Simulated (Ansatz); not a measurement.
# Calculations on CH7BS

## 1. Relaxation

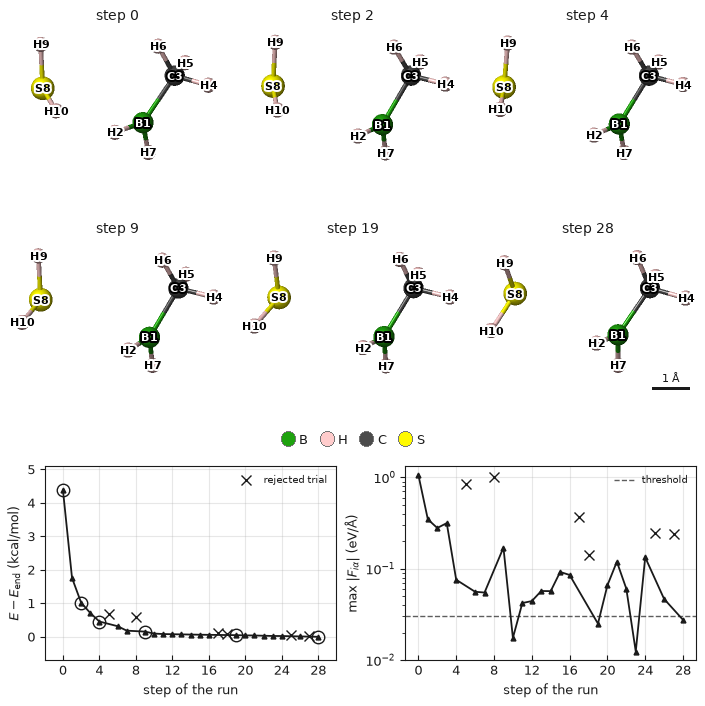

Frames of a relaxation of CH7BS, marked on the history of the run. Style: ball-and-stick. Shown face on.

The run prepares an end point of a later path (reaction) calculation, from a guessed geometry.

Level of theory: RHF/cc-pVDZ (Ansatz 0.2.0). (no spin polarisation; force threshold 0.03 eV/Å; at most 50 steps)

Question: What happens along the run?

Answer: The atom that moves furthest after the best rigid fit is H10 (1.21 Å). By element the largest moves are H 1.21 Å, S 0.24 Å, B 0.22 Å, C 0.15 Å. Near-neighbour distances that change, for instance: S8–H10 1.369 → 1.340 Å, B1–H2 1.196 → 1.204 Å. Over 22 accepted moves (28 points after the start) the energy falls by 4.39 kcal/mol. The largest force component goes from 1.1 to 0.028 eV/Å. The line search rejected the trial steps at points 5, 8, 17, 18, 25, 27 of the run. The forces were under the threshold at step 10, but the run went on from there. From step 0 to 2: H10 moves most (0.38 Å), energy −3.38 kcal/mol. From step 2 to 4: H10 moves most (0.34 Å), energy −0.56 kcal/mol. From step 4 to 9: H10 moves most (0.24 Å), energy −0.30 kcal/mol. From step 9 to 19: H10 moves most (0.28 Å), energy −0.11 kcal/mol. From step 19 to 28: H atoms move most (0.30 Å), energy −0.05 kcal/mol.

Limits of the set-up: Hartree-Fock leaves out electron correlation.

## 2. Relaxation

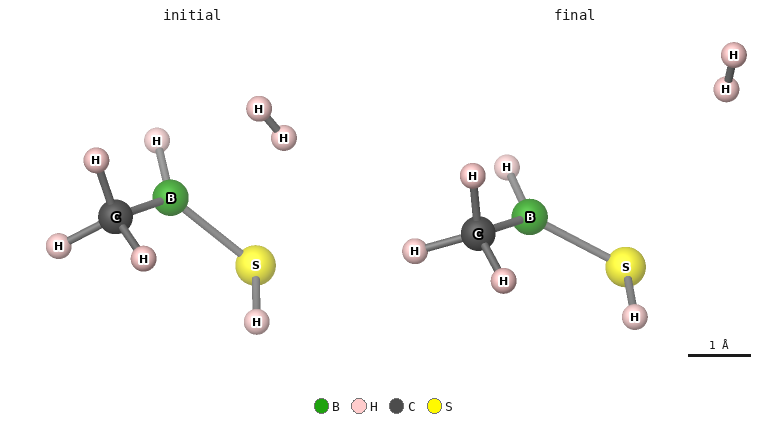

The structure of CH7BS before (left) and after (right) a relaxation, at one scale.

The picture is a ball-and-stick view, seen at a tilt.

The run prepares an end point of a later path (reaction) calculation, from a guessed geometry.

The calculation used RHF/cc-pVDZ (Ansatz).

Input file:
```yaml
crystal:
  periodic: [false, false, false]
  atoms:
    - { symbol: B, position_ang: [-0.002905, 0.665962, -0.201041] }
    - { symbol: H, position_ang: [0.039203, -0.676052, 1.787531] }
    - { symbol: C, position_ang: [1.392629, 0.112459, -0.665432] }
    - { symbol: H, position_ang: [1.426446, -0.979119, -0.635325] }
    - { symbol: H, position_ang: [1.51454, 0.395838, -1.719051] }
    - { symbol: H, position_ang: [2.24621, 0.510038, -0.113704] }
    - { symbol: H, position_ang: [-1.030692, 0.127965, -0.49141] }
    - { symbol: S, position_ang: [-0.250746, 2.278115, 0.699151] }
    - { symbol: H, position_ang: [1.027957, 2.63152, 0.891165] }
    - { symbol: H, position_ang: [-0.097842, -0.001627, 1.970417] }
basis:
  gaussian: { orbitals: cc-pVDZ }
hamiltonian:
  xc: hf
relax:
  f_tol: 0.03
  max_steps: 50
```

Launched with:
```bash
ansatz run input.yaml --threads 1 --pin off --max-ram 2048MiB --backend cpu --events-out ev --progress --plain --runs-dir out
```

### Describe what moved and what it gained.

Over 24 accepted moves (27 points after the start) the energy falls by 0.320 eV. The largest force component goes from 1.6 to 0.0059 eV/Å. The line search rejected the trial steps at points 10, 13, 19 of the run. The forces were under the threshold at step 12, but the run went on from there. H2 moves most after the best rigid fit: 1.77 Å. By element the largest moves are H 1.77 Å, B 0.52 Å, C 0.44 Å, S 0.21 Å. Some distances before and after: B1–S8 1.863 → 1.808 Å, H2–H10 0.712 → 0.748 Å. Bond angles that change, for instance: B1–C3–H4 111.8° → 109.0°, B1–C3–H5 106.9° → 109.5°. Groups turn about B1–C3 by about 25°.

Limits of the set-up: the start holds two separate molecules, 2.3 Å apart at their closest, whose relative position is a soft coordinate and is computed without a dispersion correction; Hartree-Fock leaves out electron correlation.

## 3. Path

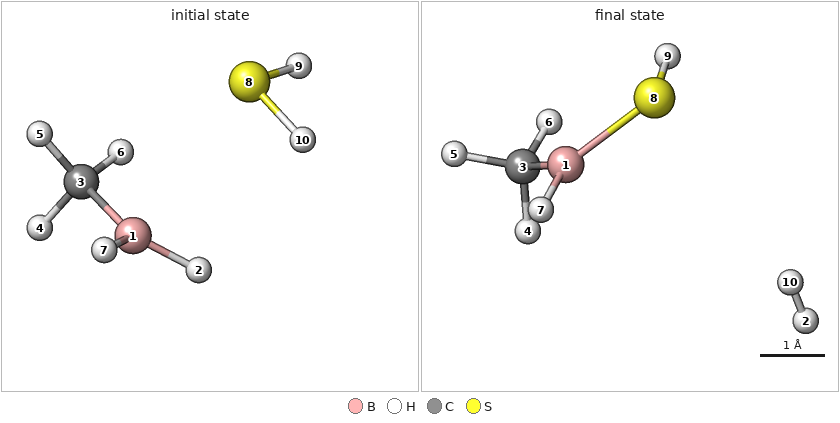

The two relaxed end points of a path for CH7BS, made up at the start of CH₅B and H$_{2}$S. Style: ball-and-stick. Shown from a free direction.

The calculation used RHF/cc-pVDZ in Ansatz.

Run with 7 movable images; climbing image; force threshold 0.03 eV/Å; iteration limit 60.

Start:
```xyz
10

B     0.1557   -0.3920   -0.0837
H     0.2247   -0.8492    1.0279
C     1.4522   -0.1820   -0.9507
H     1.6184   -1.1411   -1.4667
H     1.3471    0.5772   -1.7284
H     2.3524    0.0160   -0.3646
H    -0.9371   -0.2188   -0.5550
S    -0.0642    2.6087    1.3091
H     1.0162    2.5184    2.0960
H    -0.9006    2.1280    2.2384
```

End:
```xyz
10

B     0.2125    0.9379   -0.7019
H    -0.8030   -0.8787    3.4058
C     1.5286    0.1259   -0.9908
H     1.3693   -0.9230   -0.7149
H     1.7291    0.1269   -2.0680
H     2.4175    0.4880   -0.4716
H    -0.8211    0.6481   -1.2350
S     0.0735    2.3463    0.4225
H     1.3416    2.4284    0.8510
H    -0.7833   -0.2348    3.0253
```

What barrier does the band find between them, and by what path?

The highest point, image 3, lies 132.2 kJ/mol above the start and 177.9 kJ/mol above the end; the end is at −45.7 kJ/mol relative to the start. Breaking: B1–H2 (1.20 → 1.31 at the top → 4.60 Å), S8–H10 (1.34 → 1.63 at the top → 3.76 Å). Forming: B1–S8 (3.32 → 2.12 at the top → 1.81 Å), H2–H10 (3.41 → 1.07 at the top → 0.75 Å). The band is converged. At the top, the vibrational analysis gives one imaginary mode (1363i cm⁻¹), as a transition state must have.

Energies of the converged images:

```csv
image,path (Å),E (kJ/mol)
0,0.00,0.0
1,1.00,1.0
2,2.00,18.9
3,3.00,132.2
4,3.87,13.4
5,4.73,-34.9
6,5.59,-43.9
7,6.45,-45.4
8,7.32,-45.7
```

The geometry at the top of the path:

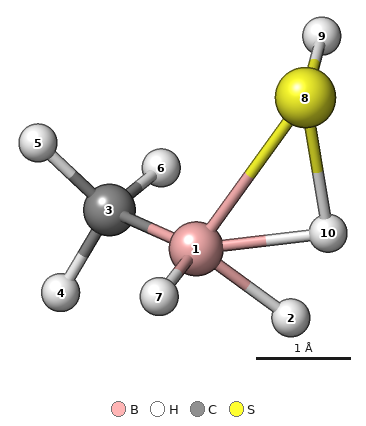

Limits of the set-up: the start holds two separate molecules, 3.3 Å apart at their closest, whose relative position is a soft coordinate and is computed without a dispersion correction; Hartree-Fock leaves out electron correlation.

Cost: 2.1 min on 1 thread of Arm Neoverse V2, with other jobs on the host, peak memory 0.14 GiB.
